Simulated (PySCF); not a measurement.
**C5H5FOS: a changed input and its effect**

System: C5H5FOS, SMILES C#C[C@@]1(F)CC[S@@]1=O.
Method of run 1: GIAO PBE0/pcSseg-1 NMR shielding, non-relativistic, gas phase (PySCF 2.14.0).

The geometry comes from this level: GFN2-xTB, coordinate held. Text and figures count atoms from 1; the logs count them from 0 in places.

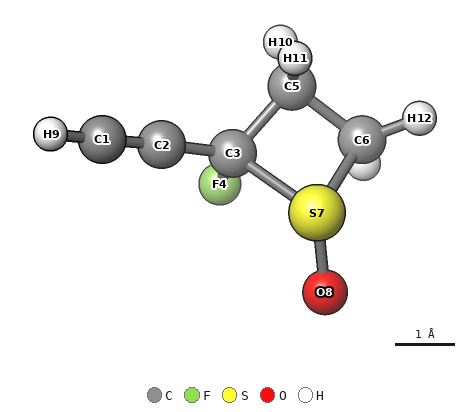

Fig. 1: The structure (ball-and-stick view, seen at a tilt; atoms are numbered from 1 in the order of the input).

**The input, run 1**
```
{"job": {"kind": "nmr", "xc": "PBE0", "basis": "pcSseg-1", "every": 1, "pop": false}, "charge": 0, "multiplicity": 1}
C      2.926936    -0.547077     0.233013
C      1.736367    -0.518745     0.091018
C      0.326650    -0.468532    -0.127040
F     -0.168017    -1.646677    -0.611068
C     -0.584542     0.124990     0.945467
C     -1.669329     0.538799    -0.038678
S     -0.326987     1.008069    -1.248613
O     -0.653903     0.605304    -2.602282
H      3.966076    -0.568601     0.374259
H     -0.885696    -0.579743     1.722279
H     -0.101406     0.988089     1.399104
H     -2.325826     1.353225     0.253574
H     -2.234683    -0.303429    -0.425414
```

The first line tells a small driver script what to run in PySCF; the rest is the geometry in Å.

Command:
```bash
OMP_NUM_THREADS=1 python <driver script> task.json out
```

Hardware: 1 CPU thread, shared host.

**Output (run 1)**
```
coarse grid: 12328 points
cycle   1  E = -765.7703936003  dE =  1.598e+00  |g| = 1.022e+00  |ddm| = 3.829e+00
cycle   2  E = -764.4335517943  dE =  1.337e+00  |g| = 2.681e+00  |ddm| = 4.360e+00
cycle   3  E = -765.9482951814  dE = -1.515e+00  |g| = 3.349e-01  |ddm| = 3.744e+00
cycle   4  E = -765.9684983287  dE = -2.020e-02  |g| = 1.746e-01  |ddm| = 5.824e-01
cycle   5  E = -765.9741098111  dE = -5.611e-03  |g| = 4.989e-02  |ddm| = 1.984e-01
cycle   6  E = -765.9745837857  dE = -4.740e-04  |g| = 2.138e-02  |ddm| = 5.633e-02
cycle   7  E = -765.9746869854  dE = -1.032e-04  |g| = 7.122e-03  |ddm| = 2.208e-02
cycle   8  E = -765.9746982197  dE = -1.123e-05  |g| = 1.186e-03  |ddm| = 7.998e-03
cycle   9  E = -765.9746985288  dE = -3.092e-07  |g| = 3.415e-04  |ddm| = 2.131e-03
final grid: 117464 points
cycle  10  E = -766.0429029573  dE = -2.279e-05  |g| = 1.093e-02  |ddm| = 5.297e-02
cycle  11  E = -766.0428218156  dE =  8.114e-05  |g| = 2.219e-02  |ddm| = 3.833e-02
cycle  12  E = -766.0429284564  dE = -1.066e-04  |g| = 2.970e-03  |ddm| = 2.757e-02
cycle  13  E = -766.0429302180  dE = -1.762e-06  |g| = 4.899e-04  |ddm| = 2.714e-03
cycle  14  E = -766.0429302545  dE = -3.641e-08  |g| = 3.171e-04  |ddm| = 7.107e-04
cycle  15  E = -766.0429302780  dE = -2.353e-08  |g| = 7.457e-05  |ddm| = 2.917e-04
cycle  16  E = -766.0429302792  dE = -1.207e-09  |g| = 1.672e-05  |ddm| = 8.369e-05
cycle  17  E = -766.0429302793  dE = -6.958e-11  |g| = 3.636e-06  |ddm| = 2.833e-05
converged SCF energy = -766.0429302793

GIAO shielding tensors (ppm)
atom      isotropic    diamagn.    paramagn.     s11        s22        s33       span
  0 C       96.815     257.480    -160.664     34.735     41.185    214.526    179.792
  1 C      103.358     253.710    -150.352      2.116      6.380    301.578    299.462
  2 C       80.181     243.084    -162.903     59.834     82.859     97.850     38.016
  3 F      368.412     474.583    -106.171    340.765    376.662    387.809     47.044
  4 C      157.487     249.462     -91.975    139.110    153.868    179.481     40.371
  5 C      134.739     255.725    -120.986    105.141    119.418    179.658     74.517
  6 S       77.427    1049.563    -972.136   -143.203     50.445    325.039    468.242
  7 O      152.010     392.204    -240.194    -65.482    106.819    414.693    480.176
  8 H       29.011      33.524      -4.513     24.786     24.876     37.371     12.585
  9 H       29.141      28.766       0.375     25.402     26.546     35.474     10.072
 10 H       29.823      29.179       0.645     27.160     27.921     34.389      7.229
 11 H       28.704      29.537      -0.833     25.683     26.414     34.014      8.331
 12 H       28.185      30.534      -2.348     24.786     28.123     31.647      6.861
```

The input of run 2 differs as follows (lines with − go, lines with + come):
```diff
-C      2.926936    -0.547077     0.233013
-C      1.736367    -0.518745     0.091018
-C      0.326650    -0.468532    -0.127040
-F     -0.168017    -1.646677    -0.611068
-C     -0.584542     0.124990     0.945467
-C     -1.669329     0.538799    -0.038678
-S     -0.326987     1.008069    -1.248613
-O     -0.653903     0.605304    -2.602282
-H      3.966076    -0.568601     0.374259
-H     -0.885696    -0.579743     1.722279
-H     -0.101406     0.988089     1.399104
-H     -2.325826     1.353225     0.253574
-H     -2.234683    -0.303429    -0.425414
+C      2.836550    -0.026898     0.314875
+C      1.697674    -0.327300     0.091752
+C      0.339433    -0.667254    -0.209212
+F      0.213719    -1.970550    -0.597374
+C     -0.715622    -0.228641     0.811515
+C     -1.333073     0.918626     0.018226
+S     -0.391065     0.531227    -1.553531
+O     -1.275819    -0.223438    -2.421681
+H      3.830476     0.235650     0.523791
+H     -1.420896    -1.043839     0.975969
+H     -0.288130     0.063636     1.771246
+H     -1.060935     1.906998     0.377458
+H     -2.404555     0.853448    -0.140174
```

What does this change do to the results?

With the same method and basis, run 2 lies 0.41 kcal/mol higher. The HOMO goes from −6.93 to −6.86 eV. The dipole moment goes from 4.30 to 4.64 D. Of all shieldings, the largest change is that of F4, by −43.2 ppm. The SCF takes 16 iterations against 17.

**Output (run 2)**
```
coarse grid: 12328 points
cycle   1  E = -765.7664985479  dE =  1.568e+00  |g| = 1.028e+00  |ddm| = 3.750e+00
cycle   2  E = -764.4117356492  dE =  1.355e+00  |g| = 2.703e+00  |ddm| = 4.932e+00
cycle   3  E = -765.9468195582  dE = -1.535e+00  |g| = 3.342e-01  |ddm| = 4.212e+00
cycle   4  E = -765.9667632116  dE = -1.994e-02  |g| = 1.742e-01  |ddm| = 5.956e-01
cycle   5  E = -765.9723061731  dE = -5.543e-03  |g| = 4.863e-02  |ddm| = 1.857e-01
cycle   6  E = -765.9727539783  dE = -4.478e-04  |g| = 2.180e-02  |ddm| = 5.067e-02
cycle   7  E = -765.9728630968  dE = -1.091e-04  |g| = 6.691e-03  |ddm| = 1.977e-02
cycle   8  E = -765.9728729913  dE = -9.895e-06  |g| = 1.117e-03  |ddm| = 6.600e-03
final grid: 117464 points
cycle   9  E = -766.0422472008  dE = -1.738e-05  |g| = 1.281e-02  |ddm| = 5.795e-02
cycle  10  E = -766.0421440913  dE =  1.031e-04  |g| = 2.544e-02  |ddm| = 4.598e-02
cycle  11  E = -766.0422813703  dE = -1.373e-04  |g| = 3.483e-03  |ddm| = 3.347e-02
cycle  12  E = -766.0422838092  dE = -2.439e-06  |g| = 4.989e-04  |ddm| = 3.621e-03
cycle  13  E = -766.0422838442  dE = -3.502e-08  |g| = 3.252e-04  |ddm| = 6.429e-04
cycle  14  E = -766.0422838690  dE = -2.473e-08  |g| = 7.660e-05  |ddm| = 2.849e-04
cycle  15  E = -766.0422838702  dE = -1.207e-09  |g| = 2.047e-05  |ddm| = 8.128e-05
cycle  16  E = -766.0422838703  dE = -9.527e-11  |g| = 4.892e-06  |ddm| = 3.375e-05
converged SCF energy = -766.0422838703

GIAO shielding tensors (ppm)
atom      isotropic    diamagn.    paramagn.     s11        s22        s33       span
  0 C       96.574     257.002    -160.428     28.693     44.751    216.276    187.583
  1 C      102.715     260.983    -158.268     -2.502     10.517    300.130    302.632
  2 C       94.683     238.451    -143.768     68.289     85.323    130.437     62.148
  3 F      325.218     471.501    -146.283    281.249    320.570    373.837     92.588
  4 C      146.206     248.281    -102.074    119.883    136.503    182.233     62.350
  5 C      143.187     254.684    -111.497     93.920    148.615    187.026     93.106
  6 S       60.459    1050.363    -989.904   -139.283     85.421    235.239    374.521
  7 O      190.005     392.972    -202.967   -130.004    215.493    484.526    614.531
  8 H       29.065      33.530      -4.466     24.844     24.919     37.431     12.587
  9 H       27.769      29.561      -1.792     24.467     26.652     32.188      7.721
 10 H       28.406      29.073      -0.666     25.209     27.728     32.282      7.074
 11 H       28.829      29.514      -0.685     25.840     28.169     32.477      6.638
 12 H       29.290      29.184       0.106     26.114     27.618     34.138      8.023
```

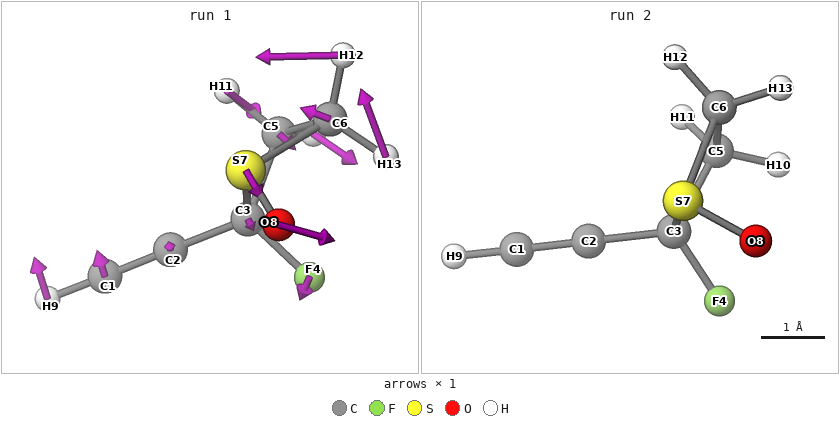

Fig. 2: The two input geometries at one scale (ball-and-stick view, seen at a tilt). The pink arrows on the first give the shifts of the atoms after the best rigid fit, at true length. H12 moves most after the best rigid fit: 1.42 Å. Largest moves by element: H 1.42 Å, O 1.04 Å, S 0.57 Å, C 0.54 Å, F 0.48 Å. Among the contacts that change: C3–S7 1.966 → 1.943 Å, C6–S7 1.867 → 1.873 Å, C3–C5 1.527 → 1.532 Å, C2–C3 1.427 → 1.432 Å.

**The two runs side by side**

```tsv
quantity	run 1	run 2
outcome	converged	converged
total energy (hartree)	−766.042930	−766.042284
HOMO (eV)	−6.93	−6.86
LUMO (eV)	−0.77	−0.79
dipole moment (D)	4.30	4.64
shielding of C3 (ppm)	80.2	94.7
shielding of F4 (ppm)	368.4	325.2
shielding of C5 (ppm)	157.5	146.2
shielding of C6 (ppm)	134.7	143.2
shielding of S7 (ppm)	77.4	60.5
shielding of O8 (ppm)	152.0	190.0
shielding of H11 (ppm)	29.8	28.4
SCF iterations	17	16
basis functions	168	168
wall time (shared host)	16 s	15 s
```
